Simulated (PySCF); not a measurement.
# C4H5F3SSi: electronic excitations

Aim: predict the electronic excitations of C4H5F3SSi (`C#CCS[SiH2]C(F)(F)F`).

The runs use PySCF 2.14.0, with density-fitted response routines of our own; the level of theory stands in each step. All values are computed, except where a source is named. Atoms count from 0, in the outputs and in this text.

### Step 1. The molecule as given

14 atoms, charge 0, multiplicity 1; geometry from: GFN2-xTB.

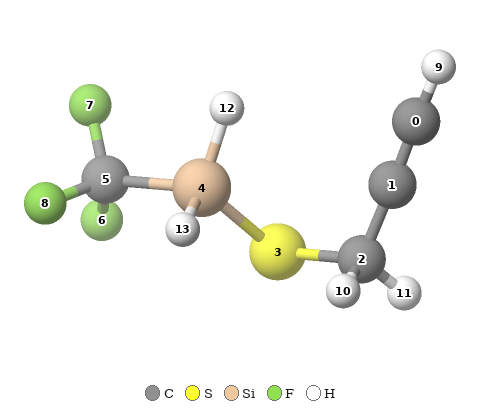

As it starts; carbon grey, sulfur yellow, silicon light orange, fluorine green, hydrogen white, atoms numbered.

### Step 2. Excited states and response: CAM-B3LYP/def2-SVPD

Job settings and geometry (Å):

```
{"job": {"kind": "uv", "xc": "CAM-B3LYP", "basis": "def2-SVPD", "nstates": 8, "ntriplets": 3}, "charge": 0, "multiplicity": 1}
C      2.876242     0.600712    -1.150187
C      2.398104     0.236562    -0.114467
C      1.777142    -0.216371     1.098545
S      0.107990    -0.954911     0.795470
Si    -0.870002     0.731565    -0.029873
C     -2.711216     0.192058    -0.312319
F     -3.045768    -1.018757     0.160844
F     -3.019817     0.183371    -1.624298
F     -3.562498     1.067597     0.259933
H      3.327122     0.922298    -2.041143
H      1.657908     0.600772     1.809746
H      2.358883    -1.019217     1.552080
H     -0.368994     1.113045    -1.342904
H     -0.925773     1.840827     0.916407
```

Method: TDDFT CAM-B3LYP/def2-SVPD, vertical, gas phase, core orbitals frozen in the response.

On the command line:

```
$ OMP_NUM_THREADS=1 python probes_run.py task.json out
```

One launch serves the whole session: the jobs run in the order shown.

Output:

```text
coarse grid: 13952 points
cycle   1  E = -1141.6182413765  dE =  1.302e+00  |g| = 9.092e-01  |ddm| = 8.610e+00
cycle   2  E = -1141.5681036222  dE =  5.014e-02  |g| = 1.144e+00  |ddm| = 2.306e+00
cycle   3  E = -1141.7844425993  dE = -2.163e-01  |g| = 7.333e-02  |ddm| = 9.483e-01
cycle   4  E = -1141.7853730630  dE = -9.305e-04  |g| = 3.784e-02  |ddm| = 1.922e-01
cycle   5  E = -1141.7856541639  dE = -2.811e-04  |g| = 1.741e-02  |ddm| = 1.140e-01
cycle   6  E = -1141.7857247949  dE = -7.063e-05  |g| = 4.007e-03  |ddm| = 2.776e-02
cycle   7  E = -1141.7857289230  dE = -4.128e-06  |g| = 8.019e-04  |ddm| = 1.166e-02
final grid: 130176 points
cycle   8  E = -1141.9256979268  dE = -2.908e-05  |g| = 4.233e-03  |ddm| = 7.183e-02
cycle   9  E = -1141.9256971977  dE =  7.291e-07  |g| = 4.986e-03  |ddm| = 8.349e-03
cycle  10  E = -1141.9257009722  dE = -3.774e-06  |g| = 2.448e-04  |ddm| = 3.347e-03
cycle  11  E = -1141.9257009856  dE = -1.340e-08  |g| = 1.271e-04  |ddm| = 8.059e-04
cycle  12  E = -1141.9257009898  dE = -4.171e-09  |g| = 3.224e-05  |ddm| = 2.760e-04
cycle  13  E = -1141.9257009900  dE = -2.563e-10  |g| = 1.304e-05  |ddm| = 6.565e-05
converged SCF energy = -1141.9257009900

Static polarisability (au): isotropic 93.937, principal 76.597 93.978 111.235

Singlet excitations
state   eV       nm        f      main configurations
  1   5.4282    228.4   0.00080   H->L 0.82, H->L+1 0.09
  2   6.0964    203.4   0.02589   H->L+1 0.85, H->L 0.09
  3   6.2852    197.3   0.00177   H-2->L+1 0.37, H-1->L+1 0.18, H-2->L 0.09
  4   6.6022    187.8   0.00467   H->L+2 0.16, H-1->L 0.14, H->L+3 0.13
  5   6.6117    187.5   0.02482   H-1->L+1 0.24, H-2->L 0.18, H-1->L 0.11
  6   6.8600    180.7   0.00049   H->L+2 0.30, H->L+3 0.29, H-1->L 0.12
  7   7.1083    174.4   0.00288   H-1->L 0.33, H->L+3 0.15, H->L+2 0.10
  8   7.2694    170.6   0.03670   H->L+2 0.26, H->L+3 0.18, H-2->L 0.18

Triplet excitations (Tamm-Dancoff, eV): 4.9343 5.2765 5.6552
```

Wall time 1.9 min (1 thread of Arm Neoverse N1, shared host); peak memory 1.1 GiB.

The orbitals next to the gap, with their largest atomic shares:

```csv
orbital,eV,atoms
HOMO−3,-10.95,"S3 50 %, Si4 17 %, C2 9 %"
HOMO−2,-9.90,"C0 39 %, C1 38 %, C2 8 %"
HOMO−1,-9.76,"C0 34 %, C1 32 %, S3 16 %"
HOMO,-8.91,"S3 69 %, Si4 9 %, C2 7 %"
LUMO,0.29,"S3 34 %, Si4 19 %, C2 12 %"
LUMO+1,0.53,"S3 28 %, Si4 12 %, C2 12 %"
LUMO+2,0.97,"Si4 24 %, S3 13 %, C0 13 %"
```

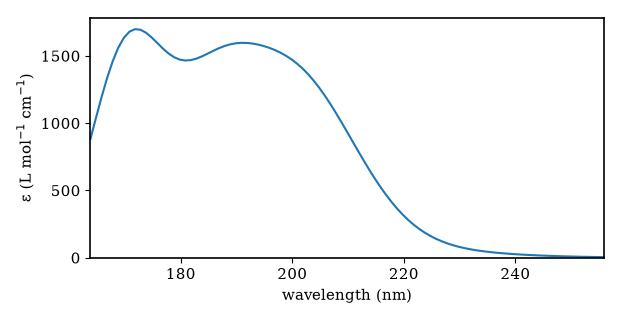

Absorption spectrum: each of the 8 states is a Gaussian band of 0.4 eV half-width at 1/e. Beyond the last state computed it falls off for lack of states.

Ground-state properties from the same run:

```csv
property,computed
dipole moment (D),3.75
polarisability (Å³),13.92
HOMO–LUMO gap (eV),9.19
−ε(HOMO) (eV),8.91
```

### Step 3. Summary of results

| quantity | value |
| --- | --- |
| lowest singlet (CAM-B3LYP/def2-SVPD) | 5.43 eV (228 nm), f = 0.001 |
| brightest single state of those computed | state 8, 7.27 eV, f = 0.037 |
| lowest triplet | 4.93 eV |

In words: The lowest singlet, at 5.43 eV, is HOMO→LUMO 0.82, HOMO→LUMO+1 0.09 and is dark; of the 8 states computed, the strongest absorption comes from state 8 at 7.27 eV (the last computed, so partners may be missing). The lowest triplet lies 0.49 eV below the lowest singlet (triplets in Tamm-Dancoff, singlets in full TDDFT).
